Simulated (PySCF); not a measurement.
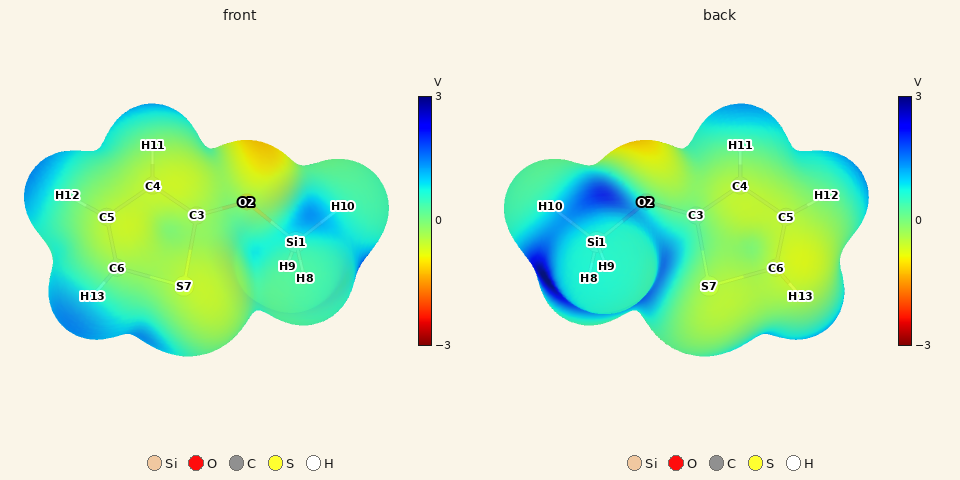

*C₄H₆OSSi (SMILES [SiH3]Oc1cccs1). The electrostatic potential painted on the density surface at 0.004 e/bohr³, seen from the front and from behind; red is negative and blue positive.*

Geometry: GFN2-xTB, MD frame at 250 fs, 400 K.

Level of theory: PBE0/pcSseg-1, SCF density, gas phase, non-relativistic in PySCF 2.14.0.

```xyz
13

Si    2.3656   -0.1105    0.4487
O     1.0750   -0.1782   -0.5829
C    -0.2289   -0.0899   -0.2812
C    -1.2884   -0.4669   -0.9845
C    -2.5052   -0.2366   -0.2636
C    -2.3451    0.3108    0.9171
S    -0.6487    0.4612    1.3890
H     2.2585    1.1468    1.1060
H     2.4886   -1.3146    1.3205
H     3.4643    0.1367   -0.4983
H    -1.2087   -0.8733   -1.9197
H    -3.5148   -0.3896   -0.8023
H    -3.0894    0.7852    1.5273
```

Question: Describe the electrostatic potential map.

Answer: The most negative region (about −1.1 V) lies over O2, the most positive (about +2.9 V) over Si1. O2 is the likeliest acceptor of a hydrogen bond.
